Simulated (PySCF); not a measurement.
Molecule: C₄H₁₀O₂Si, SMILES CCC[SiH2]C(=O)O. Atoms near the plane z = 0.8 Å, at the GFN2-xTB optimised geometry (x, y, z in Å): C1 (-1.3, -2.8, 0.9), C2 (0.0, -2.5, 0.2), C3 (0.7, -1.2, 0.5), Si4 (-0.4, 0.3, 0.0), C5 (0.8, 1.8, 0.0), O6 (2.0, 1.8, 0.0), O7 (0.1, 3.0, 0.0), H8 (-2.0, -2.0, 0.6), H9 (-1.7, -3.8, 0.7), H11 (0.7, -3.3, 0.4), H13 (1.7, -1.1, 0.0), H14 (0.9, -1.2, 1.6), H15 (-1.5, 0.6, 0.9), H17 (0.7, 3.8, 0.0).

Method: PBE0/def2-SVP (PySCF). Cells within 0.4 Å of a nucleus heavier than hydrogen are left out (blank, or x). The values are rescaled to run from 0 to 1.

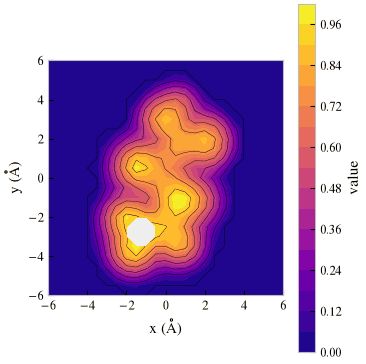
Figure. a field on the plane z = 0.8 Å.

Task: Which quantity is mapped?
A) electron localisation function
B) log10 of the electron density
C) electrostatic potential
D) an orbital amplitude

Result: B, log10 of the electron density. In full: log10 of the electron density (e/bohr³), floored at −4.
